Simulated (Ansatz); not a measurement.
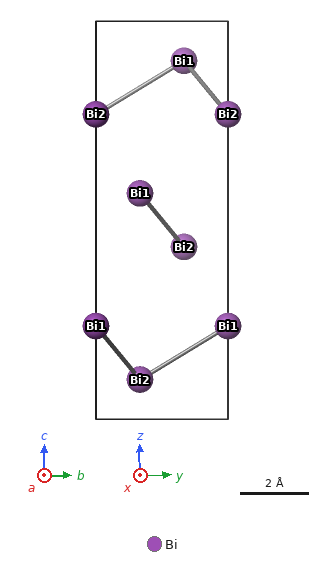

Energy scan for a crystal of Bi (R-3m), in which the ratio of the cell's length along z to its lengths across, counted as 1 for the reference, is changed at fixed volume (a c/a path), with the atoms kept at their fractional coordinates. x, y and z are the Cartesian axes of the input. The picture shows the reference cell. A ball-and-stick model of the conventional cell (3 times the calculation's cell), repeated 1 × 1 × 1 with one cell outlined, seen along the a axis. Lengths and directions refer to the drawn axes.

Method: Ansatz 0.2.0, DFT PBE, scalar-relativistic, plane waves, PAW. Settings: plane-wave cutoff 420 eV; k-point mesh 12 × 12 × 12; occupations gaussian; smearing width 0.15 eV; no spin polarisation. Energies (free energies at the smearing named) are counted from the cell as listed in its source, which wasn't relaxed.

Input file:
```yaml
crystal:
  lattice:
    - [2.2729996784, 1.3123169762, 3.954]
    - [-2.2729996784, 1.3123169762, 3.954]
    - [0.0, -2.6246339523, 3.954]
  atoms:
    - { symbol: Bi, position: [0.23389, 0.23389, 0.23389] }
    - { symbol: Bi, position: [0.76611, 0.76611, 0.76611] }
basis:
  ecutwfc: 420
kpoints:
  mp_grid: { grid: [12, 12, 12] }
hamiltonian:
  xc: pbe
scf:
  occupations: { method: gaussian, width: 0.15 }
output:
  forces: true
  stress: true
  eigenvalues: true
```

Run as
```bash
ansatz run input.yaml --threads 1 --pin off --max-ram 2560MiB --backend cpu --events-out ev --progress --plain --runs-dir out
```

Give the energy at each point (the relative ratio: 0.80, 0.85, 0.92, 0.96, 1.00, 1.05, 1.10, 1.20, 1.30).

Answer.
```tsv
axial ratio over its reference value	ΔE (meV/atom)
0.80	76.8
0.85	48.9
0.92	15.0
0.96	4.1
1.00	0.0
1.05	3.7
1.10	15.0
1.20	50.1
1.30	93.2
```

The lowest computed point lies at the relative ratio 1.00 (0.0 meV/atom). The end points stand at 76.8 meV/atom (0.80) and 93.2 meV/atom (1.30). The unrelaxed reference is under a pressure of 1.8 GPa. The distortion keeps the space group R-3m. At the relative ratio 1.30 the cell of the drawing goes a 4.546 → 4.165 Å, b 4.546 → 4.165 Å, c 11.862 → 14.129 Å.

As a plot:

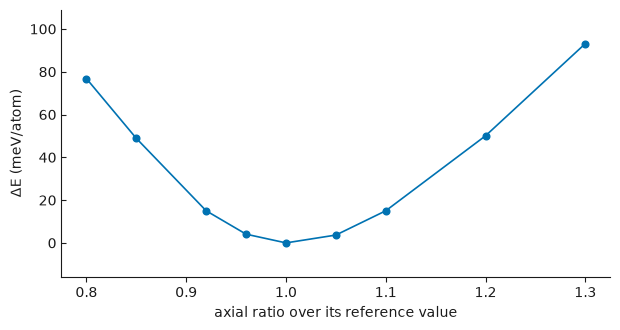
